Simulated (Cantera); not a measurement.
Charge: 1 mol Pb, 0.05 mol CO, a varied amount of H2, at 1275 K and 975 Torr.

These are equilibrium values from Cantera (NASA tables, ideal gas, pure condensed phases), not measurements of a reactor. Candidate condensed phases: C, C6H6, C7H8, C8H18, H2O, Pb, PbO, PbO2, Pb3O4; 113 gas species. The numbers say what is thermodynamically allowed, not how fast it happens.

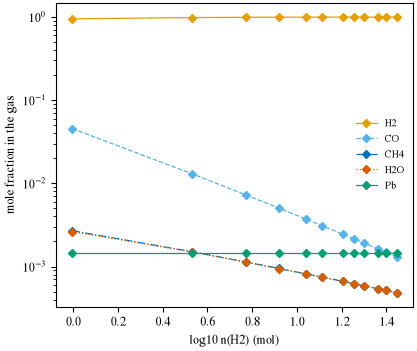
Fig. 1. Equilibrium gas composition (values under 1e-9 drawn at 1e-9)

**Question.** Read off the mole fractions at 8.3 mol H2.

**Answer.** H2 about 0.99, CO about 0.0050, Pb about 0.0015, CH4 about 0.00095, H2O about 0.00095.
